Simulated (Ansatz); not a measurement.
Input

```
crystal:
  periodic: [false, false, false]
  atoms:
    - { symbol: Ge, position_ang: [-1.31357, -0.05336, -1.52355] }
    - { symbol: Cl, position_ang: [2.177672, -0.328948, -1.109308] }
    - { symbol: H, position_ang: [-0.851247, -0.924986, -2.694401] }
    - { symbol: H, position_ang: [-2.839872, 0.121829, -1.579123] }
    - { symbol: H, position_ang: [-0.655605, 1.325263, -1.589191] }
    - { symbol: H, position_ang: [0.378335, 0.374929, 1.598821] }
    - { symbol: "N", position_ang: [-0.916573, -0.86993, 0.129274] }
    - { symbol: H, position_ang: [1.779221, 0.161191, 0.030798] }
    - { symbol: "N", position_ang: [1.071157, 0.902393, 2.11464] }
    - { symbol: H, position_ang: [-1.727957, -1.14513, 0.652982] }
    - { symbol: H, position_ang: [-0.306584, -1.665039, 0.05417] }
    - { symbol: H, position_ang: [1.311555, 1.747639, 1.630638] }
    - { symbol: H, position_ang: [1.893568, 0.354148, 2.284349] }
magnetization:
  spin_polarized: true
basis:
  gaussian: { orbitals: def2-SVP }
hamiltonian:
  xc: hf
relax:
  f_tol: 0.03
  max_steps: 50
output:
  orbitals: {}
```

Command:

```sh
ansatz run input.yaml --threads 4 --pin off --max-ram 5120MiB --backend cpu --events-out ev --progress --plain --runs-dir out
```

The fields are those of the run's last geometry, not of the input's.

Computed with Ansatz 0.2.0, UHF/def2-SVP.

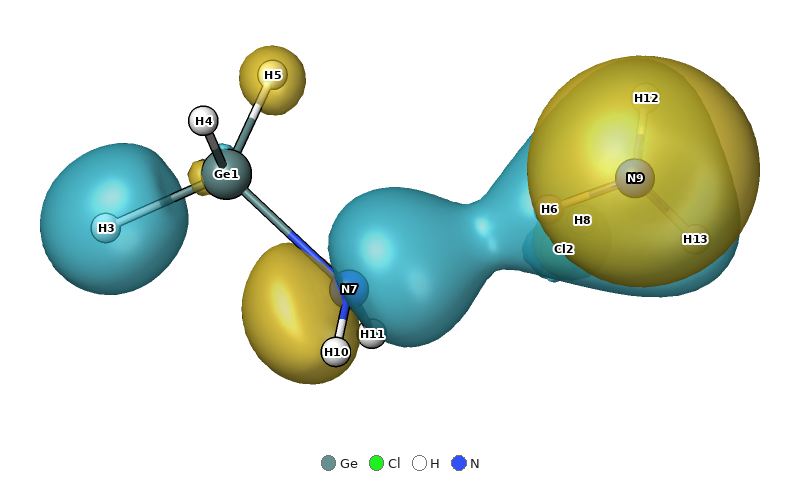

GeH₅N···HCl···NH₃. The HOMO−1 at ±0.08 Å⁻³ᐟ² (yellow and cyan are the two phases), seen from one side.

Q: What is the character of this orbital?

A: By Hirshfeld shares it lies mainly on N9 (about 60 %) and N7 (about 10 %). Its energy is −11.40 eV.
